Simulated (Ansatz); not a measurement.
# MnF3 (honeycomb trihalide sheet): how robust is the cRPA U?

What does U in MnF3 (honeycomb trihalide sheet) depend on besides the window?

Method: constrained RPA on PBEsol, plane waves, PAW, in Ansatz 0.2.0.

**1. Set-up**

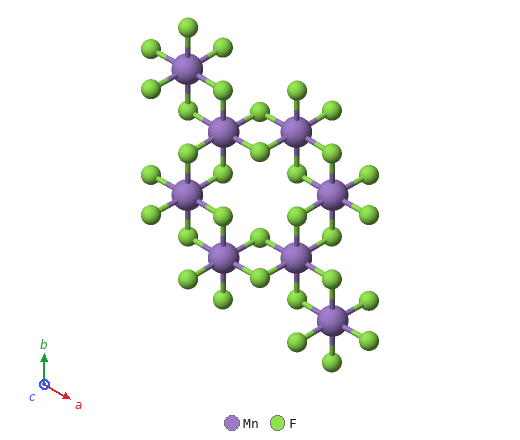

The cell as given, from above (manganese light purple, fluorine green). 2×2×1 cells are drawn. Some periodic images of atoms are drawn too.

The cell holds 8 atoms: 2 Mn and 6 F. Cell: a = 4.633 Å, b = 4.633 Å, c = 28.224 Å, α = 90.0°, β = 90.0°, γ = 120.0°. Vacuum lies along c.

The structure was relaxed with PBEsol. The structure was generated from a model, not taken from a measurement. The runs that relaxed it are not among those shown. The program's search for lower electronic states was switched off, so nothing shows that the state found is the lowest. The default PAW set here is soft_2. Its files were made with PBE. The Coulomb interaction is cut off across the vacuum.

**2. Base: Mn t2g, bands v4 to c2, 6×6×1 mesh, medium accuracy**

Constrained RPA screens the interaction with every transition except those inside the target bands, which a later many-body model would treat itself.

Contents of input.yaml:

```yaml
crystal:
  lattice:
    - [3.78313651, -1.89156826, 1.89156826]
    - [-1.89156826, -1.89156826, -3.78313651]
    - [16.295134, 16.295134, -16.295134]
  atoms:
    - { symbol: Mn, position: [0.3333333333, 0.6666666667, 0.32263322] }
    - { symbol: Mn, position: [0.6666666667, 0.3333333333, 0.32263322] }
    - { symbol: F, position: [0.3405321922, 0.0, 0.3610575295] }
    - { symbol: F, position: [0.0, 0.3405321922, 0.3610575295] }
    - { symbol: F, position: [0.6594678078, 0.6594678078, 0.3610575295] }
    - { symbol: F, position: [0.6594678078, 0.0, 0.2842089105] }
    - { symbol: F, position: [0.0, 0.6594678078, 0.2842089105] }
    - { symbol: F, position: [0.3405321922, 0.3405321922, 0.2842089105] }
  periodic: [true, true, false]
kpoints:
  mp_grid: { grid: [6, 6, 1] }
hamiltonian:
  xc: pbesol
scf:
  occupations: { method: gaussian, width: 0.08 }
  n_extra_bands: 24
  max_iter: 150
  lower_state_search: "off"
output:
  crpa:
    kmesh: [6, 6, 1]
    target_bands: [v4, c2]
    projections: [{ species: Mn, l: d, shell: 3, orbitals: [dxz, dyz, dxy] }]
  local_orbitals:
    kmesh: [12, 12, 1]
    orbitals: [{ species: Mn, l: d, shell: 3, orbitals: [dxz, dyz, dxy] }]
    window: { bands: [v4, c2] }
    seedname: lo
```

Run with:

```
$ ansatz run input.yaml --threads 4 --pin off --max-ram 14745MiB --backend cpu --events-out ev --progress --plain --runs-dir out
```

Numbers of over 12 decimals in the logs are rounded to 6 here.

The program printed:

```text
Warning: crystal.periodic: the lattice vector that does not repeat stood 1e-7° off the slab's normal, 28.224 Å along it as the deck builds it. The run solves the slab on a vector along the normal, 28.224 Å long, with every atom where it was (on the deck's vector they left 26.06 Å outside them, and the widest stretch free of ions among them is 1.08 Å). A fractional position that the run reports is one of the run's cel [...]
crystal.periodic: the lattice vector that does not repeat stood 1e-7° off the slab's normal, 28.224 Å along it as the deck builds it. The run solves the slab on a vector along the normal, 28.224 Å long, with every atom where it was (on the deck's vector they left 26.06 Å outside them, and the widest stretch free of ions among them is 1.08 Å). A fractional position that the run reports is one of the run's cell, which  [...]
scf.n_extra_bands = 24 over 36 filled bands (N_el = 72.0): the run solves 60 bands
Engine: ansatz 0.2.0, aarch64-unknown-linux-gnu
Pseudopotentials: kind: paw
Pseudopotential: Mn, paw, valence charge 15, recommended cutoff 420 eV (normal), Mn.paw.azcp
Pseudopotential: F, paw, valence charge 7, recommended cutoff 420 eV (normal), F.paw.azcp
Functional definition: PBEsol
  exchange = pbesol_x
  correlation = pbesol_c
Crystal: 8 atoms, lattice volume = 524.740 Å³
Basis set: ecut = 420 eV, 10289 PW (Γ)
Bands: 60, of which v1, the nominal top of the filled ones, is band 36 counted from 1 (35 counted from 0)
Symmetry: 12 space group operations
Space group: P-31m (ITA 162), of the structure as read, at distance tolerance 8.1e-5 Å
k-points: 7 of 36
Non-local potential: Mn, projectors of the file, l = 0: 3, l = 1: 2, l = 2: 3, l = 3: 1
Non-local potential: F, projectors of the file, l = 0: 2, l = 1: 2, l = 2: 1
PAW form: soft (Blöchl's): semilocal exchange-correlation on the pseudo side does not see the compensation charge
PAW frozen core: Mn, regenerated for the run's functional, and the local potential with it (the file was generated under x = pbe(κ = 0.804, μ = 0.219515), c = pbe(β = 0.066725))
PAW frozen core: F, regenerated for the run's functional, and the local potential with it (the file was generated under x = pbe(κ = 0.804, μ = 0.219515), c = pbe(β = 0.066725))
PAW one-centre angular grid: Mn, 590 points (default); XC on 64 Gauss nodes
PAW one-centre angular grid: F, 110 points (default); XC on 64 Gauss nodes
Initial density: superposition of atomic densities (neutral atoms: chi_scale 0, normalization atom), corrected by the library's trained network
Initial wavefunctions: pseudopotential atomic-orbital guess
Functional: x = pbesol(κ = 0.804, μ = 0.123457), c = pbesol(β = 0.046)
[...]
cRPA screening: q 22/36 (q-point 11)
cRPA screening: q 26/36 (q-point 12)
cRPA screening: q 28/36 (q-point 15)
cRPA screening: q 30/36 (q-point 16)
cRPA screening: q 34/36 (q-point 17)
cRPA screening: q 36/36 (q-point 22)
SCF converged after 10 iterations
Free energy (F): -12539.021785 eV
Harris-Foulkes:  -12539.021785 eV  (|F-HF|=5.08e-9)
Internal energy: -12538.969965 eV  (E = F + TS)
E sigma→0 (E₀):  -12538.995875 eV
Entropy (-TS):   -0.051820 eV (-6.478 meV/atom)
Fermi energy:    -6.673479 eV
--- Per-component energies (eV) ---
  E_band       = -1884.972652
  E_kinetic    = 1839.538965
  E_local      = -159167.787854  (includes V_loc(G=0)·N_el)
  E_nonlocal   = 925.334108
  E_hartree    = 78193.865410
  E_xc         = -693.717925
  E_vxc        = -893.732269  (∫ρ·V_xc dr)
  E_paw        = -3694.304961  (= ΣΔE_a)
  E_vpaw       = -976.075164  (= ΣTr[D̂ρ^β])
  E_aug_tail   = 0.012157  (compensation charges beyond the density's cutoff)
  E_ewald      = 70057.496178
  E_core_change = 0.593956  (= ΣΔE_core)
  E_smearing   = -0.051820  (= −TS)
  E_closure    = -0.000000  (closes the sum)
  Σ components = -12539.021785   (vs F -12539.021785, Δ=0.00e0)
--- Band table (eV; the first three rows and the last of 7) ---
  k-point 0: bands = [... 32 lower, -7.0970, -7.0970, -6.9863, -6.9236, -6.6769, -6.6769, -4.8985, -4.8985, ... 20 higher]
  k-point 1: bands = [... 32 lower, -7.2397, -7.0902, -7.0792, -6.7558, -6.6922, -6.6168, -4.9672, -4.9083, ... 20 higher]
  k-point 2: bands = [... 32 lower, -7.4090, -7.2607, -7.0798, -6.7268, -6.5954, -6.4951, -5.0294, -4.9339, ... 20 higher]
  k-point 6: bands = [... 32 lower, -7.4394, -7.4394, -7.2304, -6.6896, -6.4587, -6.4587, -5.0036, -4.9172, ... 20 higher]
  the weakly bound empty levels are not read free of the cell's end (no_gap_told)
--- cRPA (band scheme, projected local orbitals): target bands 33..38 (1-based), 6 Wannier function(s), 6×6×1 mesh, 76 bands' worth read of 81 solved, ecut_chi 136.0 eV, v(q+G=0) probe_charge, pair densities all_electron ---
  bands read: the sum over 76 bands ends inside a degenerate multiplet in 1 slot, whose members it reads at an even weight; the widest, k=0: bands 76 to 77 (counted from 1) at 1/2 each
  χ-basis size per q: N_G = 1878..1921
  window electrons = 8.0000, filled by tetrahedron_uncorrected; constrained ε̄⁻¹(q = 0, 0) head = 0.827431; min gauge Gram eig = 0.7540
  Kanamori averages over each shell's own Wannier functions (sites counted from 0, functions from 1):
  Each shell's averages of U are screened by what lies outside the whole window alone: parameters of one model of all the shells.
    Site 0, 3D, 3 of 5 d orbitals (Wannier functions 1, 2, 3; wannier90's mr 2, 3, 5):
      screened: U = 6.6847 eV, U' = 5.5543 eV, J = 0.5257 eV
      screened, to within: U = 1.3e-2 eV, U' = 1.3e-2 eV, J = 7.2e-4 eV
      bare: V = 19.8137 eV, V' = 18.3332 eV, J = 0.7080 eV
    Site 1, 3D, 3 of 5 d orbitals (Wannier functions 4, 5, 6; wannier90's mr 2, 3, 5):
      screened: U = 6.6847 eV, U' = 5.5543 eV, J = 0.5257 eV
      screened, to within: U = 1.3e-2 eV, U' = 1.3e-2 eV, J = 7.2e-4 eV
      bare: V = 19.8137 eV, V' = 18.3332 eV, J = 0.7080 eV
  Hermiticity witness max|P − P†| over intra, direct and exchange elements: 7.11e-15 eV (screened), 5.29e-17 eV (bare)
  Reality witness max|Im| over intra, direct and exchange elements: 2.05e-16 eV (screened), 4.07e-16 eV (bare)
```

Wall time 24 min (4 threads of Arm Neoverse V1, shared host); peak memory 3.2 GiB.

In the SCF lines HF is the Harris–Foulkes energy and dr2 the Hartree energy of the density residual, in eV; the loop may stop once dr2 is under the threshold and the program's other checks hold. Hψ counts applications of the Hamiltonian.

This step gave:

```yaml
u: 6.685 eV
u_prime_inter_orbital: 5.554 eV
j: 0.5257 eV
bare_v: 19.81 eV
bare_j: 0.7080 eV
stated_bound_on_u: 0.01208 eV
u_over_bare_v: 0.3374
electrons_in_the_window: 8.000
head_of_the_constrained_inverse_dielectric_matrix: 0.8274
least_eigenvalue_of_the_projection_s_overlap: 0.7540
target_functions: 6
bands_in_the_sums: 76
r_m_s_miss_of_the_model_bands: 6.80e-6 eV
width_of_the_target_bands: 1.074 eV
weight_of_the_projected_orbitals_in_the_window: 0.8509
```

On the Mn t2g shell, screening brings the on-site interaction from 19.8 eV down to U = 6.68 eV.

**3. Changed: 3×3×1 mesh**

Changes to input.yaml since step 2:

```diff
@@ -26,9 +26,4 @@
   crpa:
-    kmesh: [6, 6, 1]
+    kmesh: [3, 3, 1]
     target_bands: [v4, c2]
     projections: [{ species: Mn, l: d, shell: 3, orbitals: [dxz, dyz, dxy] }]
-  local_orbitals:
-    kmesh: [12, 12, 1]
-    orbitals: [{ species: Mn, l: d, shell: 3, orbitals: [dxz, dyz, dxy] }]
-    window: { bands: [v4, c2] }
-    seedname: lo
```

The program printed:

```text
[...]
Crystal: 8 atoms, lattice volume = 524.740 Å³
Basis set: ecut = 420 eV, 10289 PW (Γ)
Bands: 60, of which v1, the nominal top of the filled ones, is band 36 counted from 1 (35 counted from 0)
[... 1 set-up line as in the run before ...]
[...]
k-points: 7 of 36
[...]
SCF iter   1: F=—  HF=-12539.105382 eV  |F-HF|=—  |Δ(HF+E_count)|=         —  Δρ=1.17e-2  dr2=4.10e-1  ethr=1.77e-3  ⟨swp⟩=9.3  Hψ=2460  notcnv=0  defer=61
[...]
SCF iter  10: F=-12539.021785 eV  HF=-12539.021785 eV  |F-HF|=5.08e-9  |Δ(HF+E_count)|=   2.28e-7  Δρ=1.34e-6  dr2=4.32e-9  ethr=1.39e-10  ⟨swp⟩=25.4  Hψ=3516  notcnv=0
SCF 1 converged in 10 iterations: F = -12539.021785 eV  dr2 = 4.32e-9
[...]
NSCF: frozen V_eff on 3 k-points
[...]
cRPA screening: q 1/9
cRPA screening: q 2/9
cRPA screening: q 6/9 (q-point 5)
cRPA screening: q 8/9 (q-point 6)
[...]
k-point 1: bands = [... 32 lower, -7.2397, -7.0902, -7.0792, -6.7558, -6.6922, -6.6168, -4.9672, -4.9083, ... 20 higher]
  k-point 2: bands = [... 32 lower, -7.4090, -7.2607, -7.0798, -6.7268, -6.5954, -6.4951, -5.0294, -4.9339, ... 20 higher]
  k-point 6: bands = [... 32 lower, -7.4394, -7.4394, -7.2304, -6.6896, -6.4587, -6.4587, -5.0036, -4.9172, ... 20 higher]
  the weakly bound empty levels are not read free of the cell's end (no_gap_told)
[...]
χ-basis size per q: N_G = 1878..1919
[...]
Site 0, 3D, 3 of 5 d orbitals (Wannier functions 1, 2, 3; wannier90's mr 2, 3, 5):
      screened: U = 6.7039 eV, U' = 5.5733 eV, J = 0.5259 eV
      screened, to within: U = 1.5e-2 eV, U' = 1.5e-2 eV, J = 8.4e-4 eV
      bare: V = 19.8340 eV, V' = 18.3534 eV, J = 0.7080 eV
    Site 1, 3D, 3 of 5 d orbitals (Wannier functions 4, 5, 6; wannier90's mr 2, 3, 5):
      screened: U = 6.7039 eV, U' = 5.5733 eV, J = 0.5259 eV
      screened, to within: U = 1.5e-2 eV, U' = 1.5e-2 eV, J = 8.4e-4 eV
      bare: V = 19.8340 eV, V' = 18.3534 eV, J = 0.7080 eV
[...]
[key lines of the parts left out:]
SCF converged after 10 iterations
Free energy (F): -12539.021785 eV
Fermi energy:    -6.673479 eV
```

It took 3.2 min on 4 threads; peak memory 2.8 GiB; 12 min of CPU time.

This step gave:

```
U                                                 : 6.704 eV
U prime (inter-orbital)                           : 5.573 eV
J                                                 : 0.5259 eV
bare V                                            : 19.83 eV
bare J                                            : 0.7080 eV
stated bound on U                                 : 0.01455 eV
U over bare V                                     : 0.3380
electrons in the window                           : 8
head of the constrained inverse dielectric matrix : 0.7987
least eigenvalue of the projection's overlap      : 0.7547
target functions                                  : 6
bands in the sums                                 : 76
width of the target bands                         : 1.074 eV
weight of the projected orbitals in the window    : 0.8509
```

On the Mn t2g shell, screening brings the on-site interaction from 19.8 eV down to U = 6.70 eV.

**4. Changed: more bands than orbitals**

Changes to input.yaml since step 3:

```diff
@@ -26,4 +26,4 @@
   crpa:
-    kmesh: [3, 3, 1]
-    target_bands: [v4, c2]
+    kmesh: [6, 6, 1]
+    target_bands: [v4, c3]
     projections: [{ species: Mn, l: d, shell: 3, orbitals: [dxz, dyz, dxy] }]
```

The program printed:

```text
Error: invalid value for `output.crpa.projections`: 6 orbital(s) selected but the target window spans 7 band(s); name one orbital per band of it
crystal.periodic: the vector that does not repeat, 1e-7° off the slab's normal and 28.224 Å along it as the deck builds it, stands along the normal, 28.224 Å long
```

The job ended after 0.1 s (4 threads; peak memory 0.081 GiB).

The input was rejected at the start.

The program's message: “Error: invalid value for `output.crpa.projections`: 6 orbital(s) selected but the target window spans 7 band(s); name one orbital per band of it”

The fault put into this input: more bands than orbitals.

**5. Changed: strain -3%**

The cell differs from the one that the last finished run ended in (a 4.633 → 4.494 Å, b 4.633 → 4.494 Å).

Changes to input.yaml since step 4:

```diff
@@ -2,4 +2,4 @@
   lattice:
-    - [3.78313651, -1.89156826, 1.89156826]
-    - [-1.89156826, -1.89156826, -3.78313651]
+    - [3.6696424147, -1.8348212122, 1.8348212122]
+    - [-1.8348212122, -1.8348212122, -3.6696424147]
     - [16.295134, 16.295134, -16.295134]
@@ -27,3 +27,8 @@
     kmesh: [6, 6, 1]
-    target_bands: [v4, c3]
+    target_bands: [v4, c2]
     projections: [{ species: Mn, l: d, shell: 3, orbitals: [dxz, dyz, dxy] }]
+  local_orbitals:
+    kmesh: [12, 12, 1]
+    orbitals: [{ species: Mn, l: d, shell: 3, orbitals: [dxz, dyz, dxy] }]
+    window: { bands: [v4, c2] }
+    seedname: lo
```

The program printed:

```text
[...]
Crystal: 8 atoms, lattice volume = 493.728 Å³
Basis set: ecut = 420 eV, 9701 PW (Γ)
Bands: 60, of which v1, the nominal top of the filled ones, is band 36 counted from 1 (35 counted from 0)
[... 1 set-up line as in the run before ...]
[...]
k-points: 7 of 36
[...]
screened: U = 6.8054 eV, U' = 5.6841 eV, J = 0.5229 eV
      screened, to within: U = 1.3e-2 eV, U' = 1.3e-2 eV, J = 7.0e-4 eV
      bare: V = 19.6839 eV, V' = 18.2139 eV, J = 0.6996 eV
    Site 1, 3D, 3 of 5 d orbitals (Wannier functions 4, 5, 6; wannier90's mr 2, 3, 5):
      screened: U = 6.8054 eV, U' = 5.6841 eV, J = 0.5229 eV
      screened, to within: U = 1.3e-2 eV, U' = 1.3e-2 eV, J = 7.0e-4 eV
      bare: V = 19.6839 eV, V' = 18.2139 eV, J = 0.6996 eV
[...]
[key lines of the parts left out:]
SCF converged after 9 iterations
Free energy (F): -12538.846830 eV
Fermi energy:    -6.424981 eV
```

Run time: 24 min. Hardware: 4 threads; peak memory 3.1 GiB; 1.5 h of CPU time.

Numbers from this step:

```
U                                                 : 6.805 eV
U prime (inter-orbital)                           : 5.684 eV
J                                                 : 0.5229 eV
bare V                                            : 19.68 eV
bare J                                            : 0.6996 eV
stated bound on U                                 : 0.01207 eV
U over bare V                                     : 0.3457
electrons in the window                           : 8.000
head of the constrained inverse dielectric matrix : 0.8285
least eigenvalue of the projection's overlap      : 0.7388
target functions                                  : 6
bands in the sums                                 : 76
r.m.s. miss of the model bands                    : 1.05e-5 eV
width of the target bands                         : 1.328 eV
weight of the projected orbitals in the window    : 0.8405
```

On the Mn t2g shell, screening brings the on-site interaction from 19.7 eV down to U = 6.81 eV.

**6. Side by side**

Times are wall times on 4 threads of Arm Neoverse V1, shared host, good to a factor of about two.

```tsv
run	bare V (eV)	U (eV)	J (eV)	bound on U (eV)	width (eV)	time
target window	19.81	6.685	0.526	0.0121	1.07	24 min
3×3×1 mesh	19.83	6.704	0.526	0.0146	1.07	3.2 min
strain -3%	19.68	6.805	0.523	0.0121	1.33	24 min
```

**7. Outcome**

| Property | Result |
| --- | --- |
| target window | U 6.68 eV, J 0.53 eV |
| 3×3×1 mesh | U 6.70 eV, J 0.53 eV |
| strain -3% | U 6.81 eV, J 0.52 eV |

In words: 3×3×1 mesh moves U by +0.02 eV (within the solver's bounds, for the mean over orbitals) at 0.13 times the time. Strain -3% moves U by +0.12 eV. The printed bound covers the solver alone, not the mesh, and no denser mesh than the base was run. The parent state is non-magnetic and the interaction static (zero frequency); U depends on the window and the orbitals, so it belongs to this model alone. A model of the t2g bands alone assumes low spin; where the ion is high-spin, as for many Cr, Mn, Fe and Co compounds, the eg bands are needed too.

[Paths, hosts, dates, memory and timing lines, banners, echoed tables and standing remarks are left out of the program output.]

[Logs are printed without paths, hosts, clocks, repeated set-up lines and the standing remarks that a program may print on its own settings, such as how far it seeks lower states.]

[Runs of the session that timed out or met a known fault of the program may be left out.]

[Hosts, paths, dates, database ids (printed as entryN), source tags and the programs' standing remarks are cut or masked in the printed files.]
